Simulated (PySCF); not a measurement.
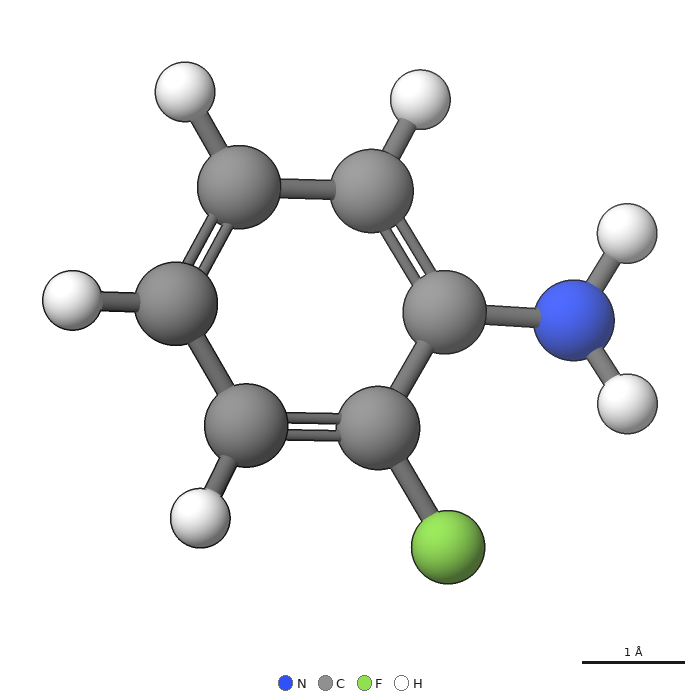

Ball-and-stick drawing of a structure.

Computed geometry: GFN2-xTB optimisation. No frequency run is at hand to confirm it as a minimum.

Describe the molecule.

Formula C6H6FN. Its SMILES string is `Nc1ccccc1F`. Independent rings (smallest set): 1 of 6 members, 1 of them aromatic. Among its groups: C–F bond. The point group is C1. Coordination, clear cases only: 6 C trigonal planar.

More results for the same structure follow; atom numbers are the same in all pictures, views and colours differ.

Shape

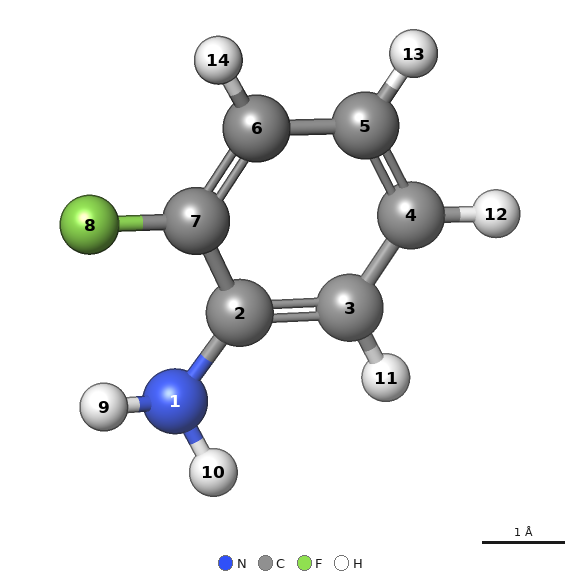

The atoms are numbered. No frequency run is at hand to confirm it as a minimum.

What are the angles N1–C2–C3, C2–N1–H9, C2–N1–H10, C2–C3–C4, C2–C7–C6, C2–C7–F8, C3–C2–C7, C3–C4–H12, C4–C5–H13, C5–C4–H12, C5–C6–C7, C6–C5–H13?

| angle | degrees |
| --- | --- |
| N1–C2–C3 | 122.1 |
| C2–N1–H9 | 116.4 |
| C2–N1–H10 | 117.1 |
| C2–C3–C4 | 121.0 |
| C2–C7–C6 | 122.7 |
| C2–C7–F8 | 118.0 |
| C3–C2–C7 | 116.9 |
| C3–C4–H12 | 119.4 |
| C4–C5–H13 | 120.5 |
| C5–C4–H12 | 119.9 |
| C5–C6–C7 | 119.1 |
| C6–C5–H13 | 119.9 |

Dipole moment

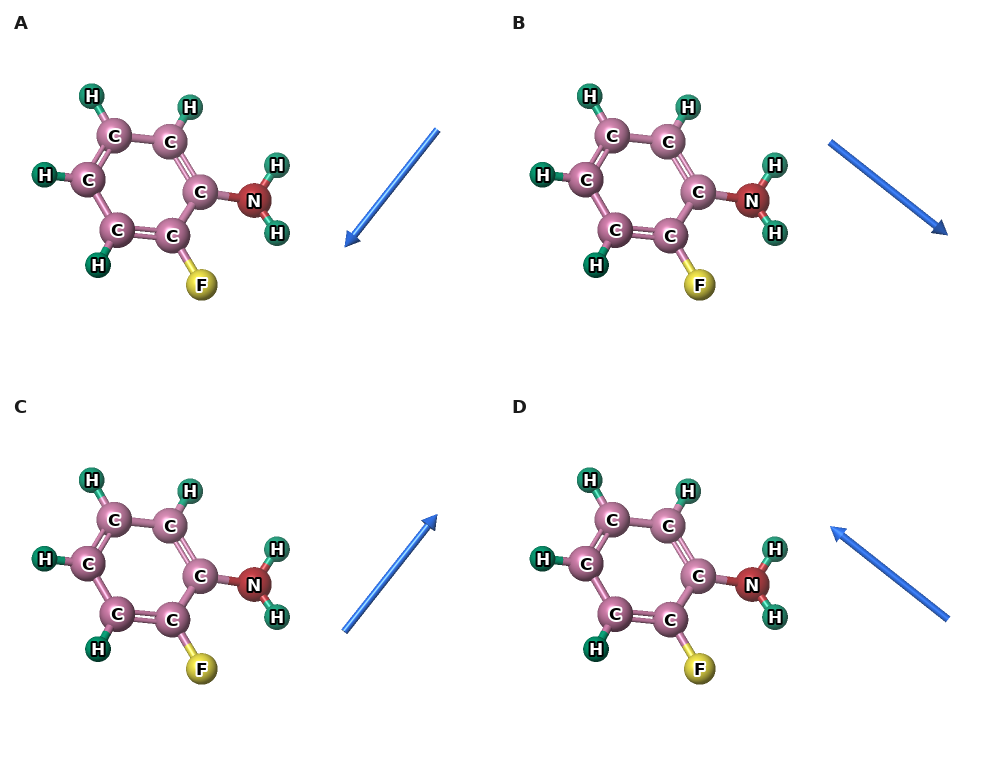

The same molecule four times, each with an arrow. No frequency run is at hand to confirm it as a minimum. Method: PBE0/pcSseg-1, gas phase (PySCF 2.14.0).

Question: Which arrow points along the dipole moment, from the negative to the positive end?

Answer: C. The dipole moment is 1.79 D.

Quadrupole coupling

No frequency run is at hand to confirm it as a minimum. Electric field gradients from the ground-state density, PBE0/pcSseg-1 (PySCF 2.14.0), non-relativistic apart from any core potentials.

Give the largest field-gradient component, the quadrupole coupling constant and the asymmetry for 14N at N1 (Q = 20.44 mb), 2H at H9 (Q = 2.86 mb), 2H at H10 (Q = 2.86 mb), 2H at H11 (Q = 2.86 mb), 2H at H12 (Q = 2.86 mb).

```
atom  V_zz (a.u.)  e²qQ/h (MHz)     η
  N1       −1.134         −5.44  0.14
  H9        0.410         0.276  0.20
 H10        0.418         0.281  0.20
 H11        0.329         0.221  0.10
 H12        0.329         0.221  0.06
```

Ring current

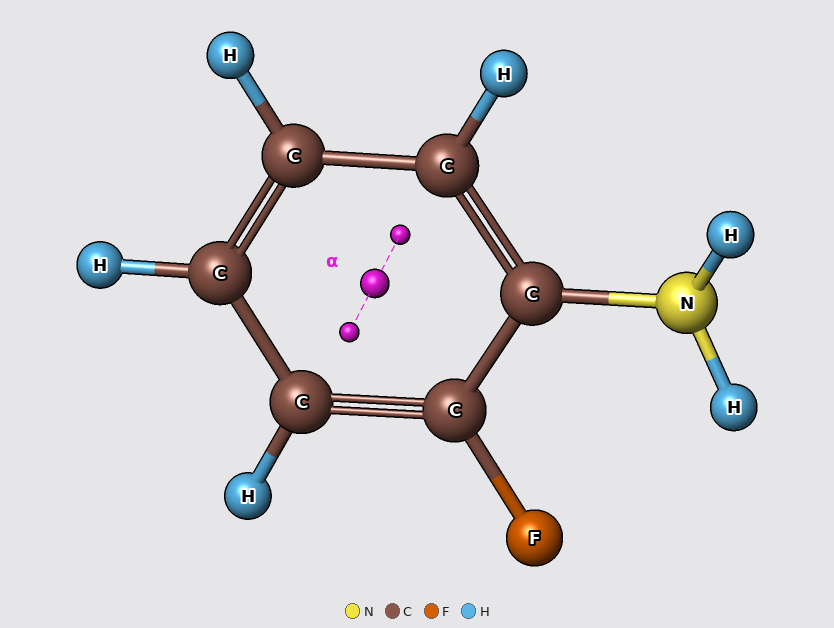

The small points mark where nucleus-independent chemical shifts (NICS) were computed: at the centre of each lettered ring and 1 Å above and below it. No frequency run is at hand to confirm it as a minimum. Properties computed with GIAO PBE0/pcSseg-1 NMR shielding, non-relativistic, gas phase (PySCF 2.14.0).

Give NICS(0), NICS(1) and the out-of-plane component NICS(1)zz for each ring (means of the two sides).

```tsv
ring	members	NICS(0)	NICS(1)	NICS(1)zz
α	C6	−10.3	−10.7	−25.3
```

Values in ppm.

Question: What do the values say about the ring currents?

Answer: Ring α: diatropic, as in an aromatic ring. NICS is one index among several.

NMR shielding

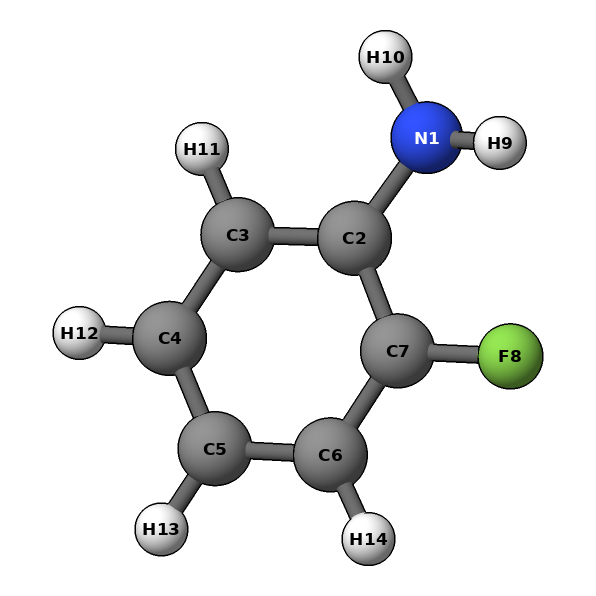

No frequency run is at hand to confirm it as a minimum. Properties computed with GIAO PBE0/pcSseg-1 NMR shielding, non-relativistic, gas phase (PySCF 2.14.0). Principal shieldings σ11 ≤ σ22 ≤ σ33, span Ω = σ33 − σ11, skew κ = 3(σiso − σ22)/Ω.

Give the shielding tensors of the N atoms.

```tsv
atom	σ11	σ22	σ33	σiso	Ω	κ
N1	171.8	193.3	243.7	202.9	71.9	0.40
```

Shieldings and span in ppm.
